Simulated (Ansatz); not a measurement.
**Scan of one atom of the cell for CsPbCl3 (cubic perovskite)**

CsPbCl3 (cubic perovskite)

```
CELL_PARAMETERS angstrom
      5.73565     0.00000     0.00000
      0.00000     5.73565     0.00000
      0.00000     0.00000     5.73565
ATOMIC_POSITIONS crystal
  Cs 0.00000 0.00000 0.00000
  Pb 0.50000 0.50000 0.50000
  Cl 0.00000 0.50000 0.50000
  Cl 0.50000 0.50000 0.00000
  Cl 0.50000 0.00000 0.50000
```

In this cell atom 2 (Pb, nearest neighbour Cl at 2.868 Å; its periodic images, 5.7 Å or more away, move with it) is moved by s along Cartesian [110], unit vector (0.707, 0.707, 0.000); all other atoms and the cell stay fixed.

All values below come from PBE (plane waves to 420 eV, PAW, scalar-relativistic; Ansatz, a program for electronic structure). k mesh 5×5×5 (Γ-centred), Fermi-Dirac smearing 0.05 eV. The energy includes the smearing's −TS. CsPbCl3 was relaxed with its symmetry unable to fall. Spin-orbit coupling is left out, though Pb is heavy. The PAW data are Ansatz's earlier set. This is a high-temperature form of CsPbCl3. The zero of ΔE is the undisplaced structure.

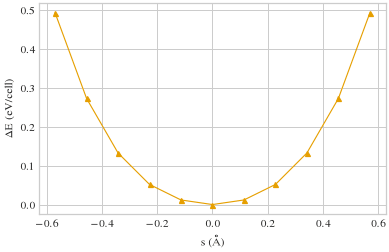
Figure. ΔE (eV/cell) against s (Å); markers are the computed points, lines only join them.

The force constant k = d²E/ds² at s = 0 (finite differences) is 1.75 eV/Å². The force along the line at s = -0.570 Å comes out as 2.34 eV/Å. Harmonic estimate at the end of the scan: ½ks² = 285 meV/cell against the computed 492 meV/cell, so the well is stiffer than harmonic there. Shape of the curve: a single well with its minimum at or next to zero displacement. Symmetry of the curve: even: the same for both signs.

The forces along the line at the two nearest points give (0.213 − (-0.213)) / (2·0.114) = 1.87 eV/Å²; the next pair corrects for the finite step.

(A displaced cell: forces are minus the slopes of the energy, force constants its curvatures, and phonons follow from these.)
